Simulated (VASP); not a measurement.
# SbC2 with r2SCAN: from relaxation to properties, part 7 of 7

Aim: relax SbC2, then compute properties on the relaxed cell. The cell is invented: it takes the structure of a Materials Project entry for LuC2 (space group 139 there), with some of its atoms replaced by other elements, volume scaled by an estimate. It may not be a known or stable phase.

VASP 6.6.1, plane waves and PAW; the level of theory is named at each step.

Still holding for the runs below: This run has no spin polarisation. Its electron count is odd, so without a moment it is a metal by construction.

So far. Step 14 (Volume scan with r2SCAN (run 4)): The pressure falls from 2.08 to 0.04 GPa. Step 14 (Volume scan with r2SCAN (run 4)): The run ends at a pressure of 0.04 GPa, with forces up to 0.0043 eV/Å.

## 15. Volume scan with r2SCAN (run 5)

Level of this step: r2SCAN; plane waves and PAW (Sb, C); invented cell (VASP).

The input, INCAR:

```
SYSTEM = SbC2
PREC = Accurate
ENCUT = 520
EDIFF = 1E-06
NELM = 100
ISMEAR = -1
SIGMA = 0.05
LREAL = .FALSE.
ALGO = Normal
METAGGA = R2SCAN
LASPH = .TRUE.
NBANDS = 12
LORBIT = 11
LWAVE = .FALSE.
LCHARG = .FALSE.
ISIF = 2
```

The input, POSCAR:

```
SbC2
1.0
   -2.0931912692      2.0931912692      3.0839545583
    2.0931912692     -2.0931912692      3.0839545583
    2.0931912692      2.0931912692     -3.0839545583
Sb C
1 2
Direct
    0.0000000000      0.0000000000      0.0000000000
    0.6042858710      0.6042858710      0.0000000000
    0.3957141290      0.3957141290      0.0000000000
```

The input, KPOINTS:

```
Automatic mesh
0
Gamma
8 8 8
0 0 0
```

Potentials, in the order of the species: Sb and C (PBE family, release 64).

Command:

```bash
$ mpirun -np 1 vasp_std
```

The log of the run:

```text
[... set-up lines as in an earlier step ...]
 entering main loop
       N       E                     dE             d eps       ncg     rms          rms(c)
DAV:   1     0.171159568297E+02    0.17116E+02   -0.51611E+03  1416   0.862E+02
DAV:   2    -0.404472617410E+02   -0.57563E+02   -0.54476E+02  1864   0.168E+02
DAV:   3    -0.452673578942E+02   -0.48201E+01   -0.47044E+01  1700   0.493E+01
DAV:   4    -0.453455556485E+02   -0.78198E-01   -0.78035E-01  1588   0.750E+00
[...]
DAV:  11    -0.400250789667E+02   -0.10969E-04   -0.65274E-05  1604   0.626E-02    0.179E-02
DAV:  12    -0.400250800647E+02   -0.10980E-05   -0.14411E-05  1512   0.307E-02    0.447E-03
DAV:  13    -0.400250807105E+02   -0.64585E-06   -0.20401E-06  1284   0.128E-02
   1 F= -.40025081E+02 E0= -.40020086E+02  d E =-.998842E-02
```

It took 37 s on 1 MPI rank of Intel Xeon 6975P-C (Granite Rapids), shared host; peak memory 0.2 GiB.

Parts of OUTCAR (step 15):

```text
  Total       -0.2731443     -0.2731443     -1.3059995      0.0000000      0.0000000      0.0000000
  in kB       -8.0968671     -8.0968671    -38.7139773      0.0000000      0.0000000      0.0000000
  external PRESSURE =     -18.3025705 kB  Pullay stress =       0.0000000 kB

 POSITION                                       TOTAL-FORCE (eV/Angst)
 -----------------------------------------------------------------------------------
      0.00000      0.00000      0.00000        -0.000000     -0.000000      0.000000
      0.00000      0.00000      3.72718         0.000000      0.000000     -0.501545
      0.00000      0.00000      2.44073        -0.000000     -0.000000      0.501545
 -----------------------------------------------------------------------------------
    total drift:                               -0.000000     -0.000000     -0.000000

  FREE ENERGIE OF THE ION-ELECTRON SYSTEM (eV)
  ---------------------------------------------------
  free  energy   TOTEN  =       -40.0250807105 eV

  energy  without entropy=      -40.0150922879  energy(sigma->0) =      -40.02008650

[... 1 part as in an earlier step ...]

[... 2 further parts left out ...]
[key lines of the parts left out:]
E-fermi :   5.4391
```

The pressure falls from 0.04 to -1.83 GPa.

The run ends at a pressure of -1.83 GPa, with forces up to 0.50 eV/Å.

## 16. Volume scan with r2SCAN (run 6)

INCAR is that of step 15.

The input, POSCAR:

```
SbC2
1.0
   -2.1067838012      2.1067838012      3.1039807984
    2.1067838012     -2.1067838012      3.1039807984
    2.1067838012      2.1067838012     -3.1039807984
Sb C
1 2
Direct
    0.0000000000      0.0000000000      0.0000000000
    0.6042858710      0.6042858710      0.0000000000
    0.3957141290      0.3957141290      0.0000000000
```

KPOINTS is that of step 15.

Command:

```bash
$ mpirun -np 1 vasp_std
```

The log of the run:

```text
[... set-up lines as in an earlier step ...]
 entering main loop
       N       E                     dE             d eps       ncg     rms          rms(c)
DAV:   1     0.191864510310E+02    0.19186E+02   -0.52570E+03  1432   0.867E+02
DAV:   2    -0.401241581904E+02   -0.59311E+02   -0.55835E+02  1852   0.167E+02
DAV:   3    -0.452080383270E+02   -0.50839E+01   -0.49809E+01  1724   0.506E+01
DAV:   4    -0.452889117375E+02   -0.80873E-01   -0.80631E-01  1580   0.747E+00
[...]
DAV:  11    -0.400074226637E+02   -0.13582E-04   -0.64325E-05  1584   0.620E-02    0.178E-02
DAV:  12    -0.400074240035E+02   -0.13398E-05   -0.14522E-05  1544   0.309E-02    0.444E-03
DAV:  13    -0.400074246772E+02   -0.67368E-06   -0.21052E-06  1304   0.130E-02
   1 F= -.40007425E+02 E0= -.40002406E+02  d E =-.100367E-01
```

It took 38 s on 1 MPI rank; peak memory 0.2 GiB.

OUTCAR, selected parts (step 16):

```text
  Total       -0.5560723     -0.5560723     -2.5414623      0.0000000      0.0000000      0.0000000
  in kB      -16.1667565    -16.1667565    -73.8882358      0.0000000      0.0000000      0.0000000
  external PRESSURE =     -35.4072496 kB  Pullay stress =       0.0000000 kB

 POSITION                                       TOTAL-FORCE (eV/Angst)
 -----------------------------------------------------------------------------------
      0.00000      0.00000      0.00000        -0.000000     -0.000000      0.000000
      0.00000      0.00000      3.75138         0.000000      0.000000     -0.962173
      0.00000      0.00000      2.45658        -0.000000     -0.000000      0.962173
 -----------------------------------------------------------------------------------
    total drift:                               -0.000000     -0.000000      0.000000

  FREE ENERGIE OF THE ION-ELECTRON SYSTEM (eV)
  ---------------------------------------------------
  free  energy   TOTEN  =       -40.0074246772 eV

  energy  without entropy=      -39.9973879570  energy(sigma->0) =      -40.00240632

[... 1 part as in an earlier step ...]

[... 2 further parts left out ...]
[key lines of the parts left out:]
E-fermi :   5.2209
```

The pressure falls from -1.83 to -3.54 GPa.

The run ends at a pressure of -3.54 GPa, with forces up to 0.96 eV/Å.

## 17. Volume scan with r2SCAN (run 7)

A prediction first. A parabola through the 6 pressures of evenly scaled cells so far, P = 0.04 -97.9 t +165 t² GPa with t = ln(V/V₁) and V₁ the volume at scale 1, gives -5.10 GPa at t = +0.0583.

INCAR is that of step 16.

The input, POSCAR:

```
SbC2
1.0
   -2.1202031681      2.1202031681      3.1237519098
    2.1202031681     -2.1202031681      3.1237519098
    2.1202031681      2.1202031681     -3.1237519098
Sb C
1 2
Direct
    0.0000000000      0.0000000000      0.0000000000
    0.6042858710      0.6042858710      0.0000000000
    0.3957141290      0.3957141290      0.0000000000
```

KPOINTS is that of step 16.

Command:

```bash
$ mpirun -np 1 vasp_std
```

The log of the run:

```text
[... set-up lines as in an earlier step ...]
 entering main loop
       N       E                     dE             d eps       ncg     rms          rms(c)
DAV:   1     0.169967721198E+02    0.16997E+02   -0.51543E+03  1416   0.858E+02
DAV:   2    -0.402184630403E+02   -0.57215E+02   -0.54089E+02  1844   0.164E+02
DAV:   3    -0.451416534714E+02   -0.49232E+01   -0.48084E+01  1700   0.488E+01
DAV:   4    -0.452250644510E+02   -0.83411E-01   -0.83158E-01  1592   0.756E+00
[...]
DAV:  11    -0.399789854832E+02   -0.15874E-04   -0.63172E-05  1632   0.614E-02    0.177E-02
DAV:  12    -0.399789869125E+02   -0.14293E-05   -0.14416E-05  1520   0.307E-02    0.448E-03
DAV:  13    -0.399789876117E+02   -0.69925E-06   -0.21909E-06  1344   0.133E-02
   1 F= -.39978988E+02 E0= -.39973901E+02  d E =-.101725E-01
```

The job ended after 37 s (1 MPI rank; peak memory 0.21 GiB).

OUTCAR, selected parts (step 17):

```text
  Total       -0.8243502     -0.8243502     -3.7070281      0.0000000      0.0000000      0.0000000
  in kB      -23.5142356    -23.5142356   -105.7413796      0.0000000      0.0000000      0.0000000
  external PRESSURE =     -50.9232836 kB  Pullay stress =       0.0000000 kB

 POSITION                                       TOTAL-FORCE (eV/Angst)
 -----------------------------------------------------------------------------------
      0.00000      0.00000      0.00000         0.000000      0.000000      0.000000
      0.00000      0.00000      3.77528        -0.000000     -0.000000     -1.392570
      0.00000      0.00000      2.47223         0.000000      0.000000      1.392570
 -----------------------------------------------------------------------------------
    total drift:                               -0.000000     -0.000000     -0.000000

  FREE ENERGIE OF THE ION-ELECTRON SYSTEM (eV)
  ---------------------------------------------------
  free  energy   TOTEN  =       -39.9789876117 eV

  energy  without entropy=      -39.9688151500  energy(sigma->0) =      -39.97390138

[... 1 part as in an earlier step ...]

[... 2 further parts left out ...]
[key lines of the parts left out:]
E-fermi :   5.0090
```

The pressure falls from -3.54 to -5.09 GPa. The parabola predicted -5.10 GPa, -0.01 GPa off.

## 18. The series together

Times are for 1 MPI rank of Intel Xeon 6975P-C (Granite Rapids), shared host. The runs compared:

| no. | volume scale | energy above the lowest point (meV/atom) | pressure (GPa) | time | memory (GiB) |
| --- | --- | --- | --- | --- | --- |
| 1 | 0.94 | 21.95 | 6.731 | 37 s | 0.2 |
| 2 | 0.96 | 9.57 | 4.318 | 37 s | 0.2 |
| 3 | 0.98 | 2.41 | 2.084 | 37 s | 0.2 |
| 4 | 1 | 0 | 0.04428 | 37 s | 0.2 |
| 5 | 1.02 | 1.91 | -1.830 | 37 s | 0.2 |
| 6 | 1.04 | 7.8 | -3.541 | 38 s | 0.2 |
| 7 | 1.06 | 17.3 | -5.092 | 37 s | 0.21 |

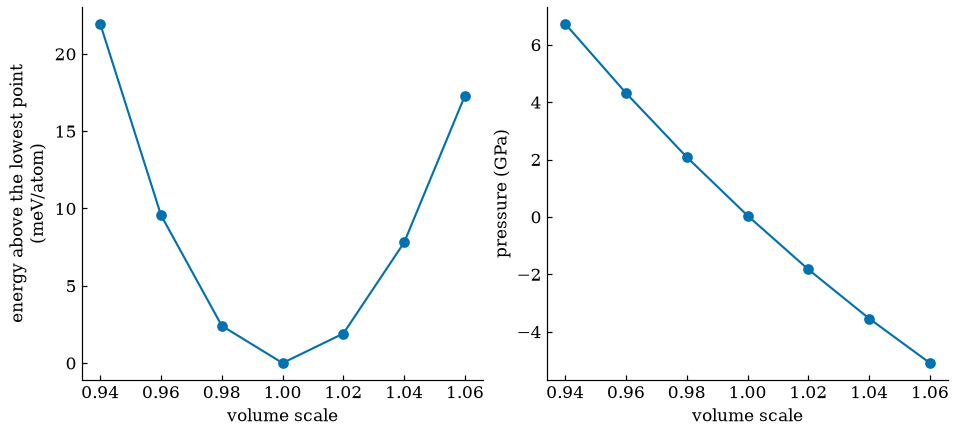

The series as plots.

## 19. Fit for r2SCAN

This step: Birch-Murnaghan fit, r2SCAN; plane waves and PAW; invented cell (VASP 6.6.1).

No new run; the numbers come from the runs before.

Numbers from this step:

| Property | Result |
| --- | --- |
| pressure derivative of the bulk modulus | 3.528 |
| r.m.s. error of the fit | 4.07e-6 eV/atom |
| minimum inside the sampled range | yes |
| bulk modulus | 97.99 GPa |
| equilibrium volume of the fit | 17.68 Å³/atom |

Energy above the fitted minimum against volume:

| volume (Å³/atom) | energy above the fitted minimum (eV/atom) |
| --- | --- |
| 16.603 | 0.0220 |
| 16.956 | 0.00958 |
| 17.310 | 0.00242 |
| 17.663 | 9.1e-6 |
| 18.016 | 0.00192 |
| 18.369 | 0.00781 |
| 18.723 | 0.0173 |

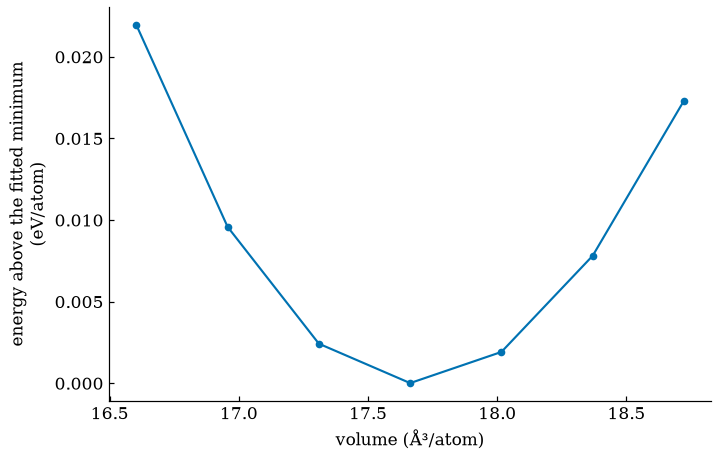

Energy above the fitted minimum, plotted against volume.

The fitted volume lies +0.08 % from the relaxed one. The atoms bear forces along the scan, since they were held; freeing them would lower the modulus.

## 20. What came out

* relaxed volume: 17.66 Å³/atom
* relaxed conventional cell a, b, c: 4.159, 4.159, 6.127 Å
* space group after relaxing, within 0.02 Å: I4/mmm (No. 139)
* band gap: none, a metal
* DOS at the Fermi level: 1.70 states/eV/cell
* highest zone-centre mode: 1778 cm⁻¹
* imaginary zone-centre modes: 3, down to 316i cm⁻¹
* band gap (TB-mBJ): none, a metal
* band gap (HSE06): none, a metal
* bulk modulus from the fit: 98.0 GPa
* volume from the fit: 17.7 Å³/atom

What this shows: With r2SCAN, SbC2 relaxes to 17.66 Å³/atom in space group I4/mmm (held by the symmetry of the run), comes out as a metal and has a bulk modulus of 98.0 GPa at fixed shape and positions, an upper bound. Bands along the symmetry lines (r2SCAN): Of the bands kept, 2 cross the Fermi level on this path. Zone-centre phonons (r2SCAN): The highest mode in this list at Γ, 1778.1 cm⁻¹, is mostly motion of C (100 % of the kinetic energy). 3 modes are imaginary, down to 316.4i cm⁻¹: the energy falls along them. Band structure (TB-mBJ): Of the bands kept, 2 cross the Fermi level on this path. Bands along the symmetry lines (HSE06): Of the bands kept, 2 cross the Fermi level on this path. The other levels ran on the cell relaxed with r2SCAN, and without spin-orbit coupling unless named. Spin-orbit coupling is left out, and with elements this heavy it would split and shift bands near the Fermi level. With an odd electron count and no spin the cell is a metal by construction. Imaginary modes at Γ mean that the cell would distort to a lower symmetry. No search among competing phases was made. All values are for a static lattice at zero temperature.

[Lines on the potential files, build, host, timing and source positions are cut from VASP's logs without a mark.]

[Logs are printed without paths, hosts, clocks, repeated set-up lines and the standing remarks that a program may print on its own settings, such as how far it seeks lower states.]

[Hosts, paths, dates, database ids (printed as entryN), source tags and the programs' standing remarks are cut or masked in the printed files.]

[A measured line is paired with the nearest computed mode of its activity, which favours agreement.]
